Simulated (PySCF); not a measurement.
## A study: Cl4Ge, SMILES `Cl[Ge](Cl)(Cl)Cl`

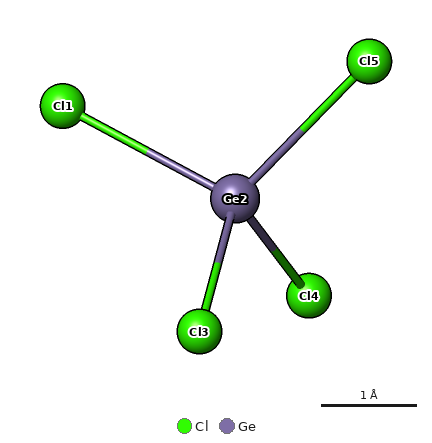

The molecule, with its atoms numbered as below. No frequency check shows the geometry to be a minimum.

Geometry (Å), atoms numbered from 1:

```
Cl1      1.2283    0.6746    1.6004
Ge2     -0.0002    0.0003    0.0003
Cl3      1.2287   -0.6743   -1.6006
Cl4     -1.2280   -1.6012    0.6741
Cl5     -1.2286    1.6004   -0.6746
```

Part 1: Bonding charge

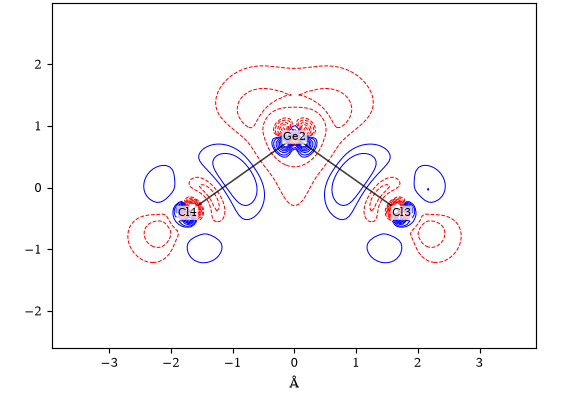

Deformation density (molecule less spherical, spin-averaged free atoms) in the plane of Ge2, Cl3 and Cl4; contours at ±0.05 to ±0.8 e/Å³; solid blue lines: gain, dashed red lines: loss.

Method: ωB97X/def2-TZVP; geometry: GFN2-xTB; program: PySCF.

**Describe the bonding that the map shows.**

Ge2–Cl4 and Ge2–Cl3: +0.12 e/Å³ at the bond critical point (bond length 2.13 Å, Mayer order 1.1). In all, 1.2 electrons gather in the regions of gain relative to the promolecule. A small or negative value marks a very polar bond, one between electron-rich atoms, whose free-atom densities already overlap strongly, a long bond to a heavier atom, or a closed-shell contact such as a hydrogen bond.

**Where do the Hirshfeld charges lie?**

The highest Hirshfeld charge is on Ge2 (+0.42 e), the lowest on Cl1, Cl3, Cl4 and Cl5 (−0.11 e).

```tsv
atom	charge (e)
Cl1	−0.11
Ge2	+0.42
Cl3	−0.11
Cl4	−0.11
Cl5	−0.11
```

Part 2: Local ionisation energy

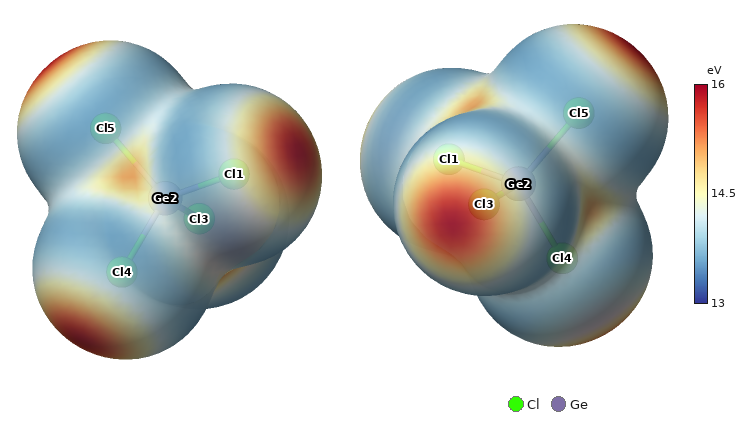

Average local ionisation energy on the surface of electron density 0.001 a.u. (back view left, front view right).

**Where are the most loosely bound electrons on this surface?**

The lowest value is 13.6 eV, 2.1 Å from Cl3, and at like points elsewhere. For comparison, the highest occupied orbital lies at −12.1 eV.

Part 3: In an electric field

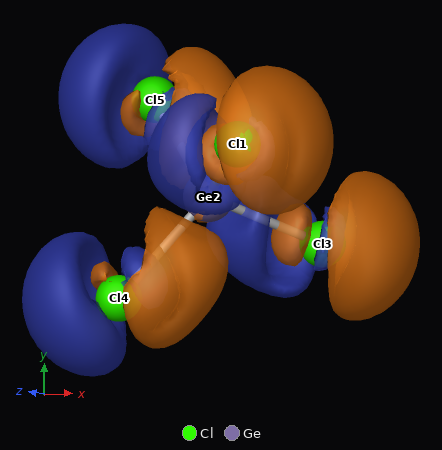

Change of the electron density in a uniform field of 0.21 V/Å, surfaces at ±0.0015 e/Å³ (orange: gain, blue: loss).

Method: ωB97X/def2-TZVP; geometry: GFN2-xTB; program: PySCF. A basis without diffuse functions makes polarisabilities too small.

The field was applied in both directions; the picture shows the one opposite to the script's first.

**Along which Cartesian direction does the field point?**

Along −x: electrons gather on the +x side, against the field.

**How large is the response?**

The induced dipole is 0.74 D (along the field); α along this axis, from the fields in both directions, is 73 bohr³ (10.8 Å³).
